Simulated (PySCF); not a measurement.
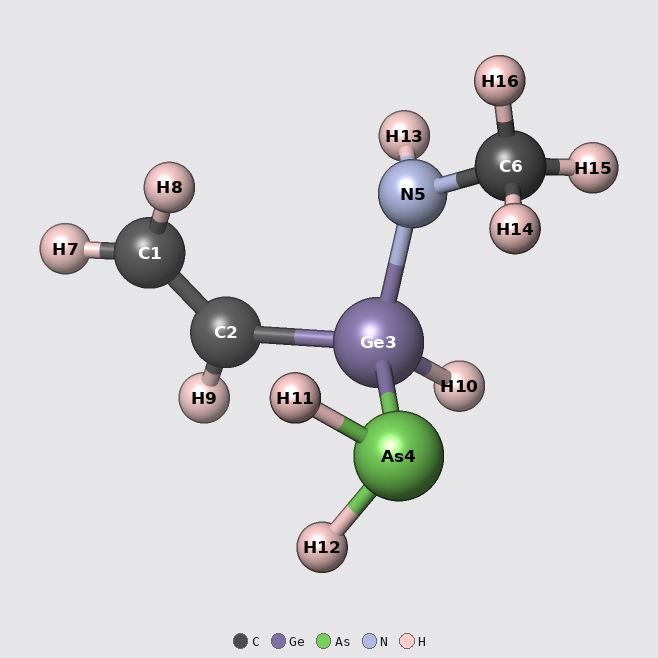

Computed geometry: GFN2-xTB optimisation. No frequency run is at hand to confirm it as a minimum. Properties computed with B3LYP/pcJ-1 (pcSseg-1 on As) (pcSseg-1 on Ge) indirect spin-spin coupling, non-relativistic, gas phase (PySCF 2.14.0). Isotopes: 13C, 1H, 15N.

Give the spin–spin coupling constants of these pairs, with the number of bonds between them: N5/C6, N5/H13, C2/N5, N5/H16, N5/H14, C1/N5, N5/H9, N5/H12.

| pair | bonds apart | J (Hz) |
| --- | --- | --- |
| N5, C6 | 1 | −6.4 |
| N5, H13 | 1 | −75.6 |
| C2, N5 | 2 | −4.6 |
| N5, H16 | 2 | −2.8 |
| N5, H14 | 2 | −1.2 |
| C1, N5 | 3 | −1.0 |
| N5, H9 | 3 | −2.7 |
| N5, H12 | 3 | −2.1 |

The geometry is semi-empirical. Around As, Ge such bond lengths and angles can be off by a tenth of an ångström or more and by several degrees, and values that hang on the shape move with them.
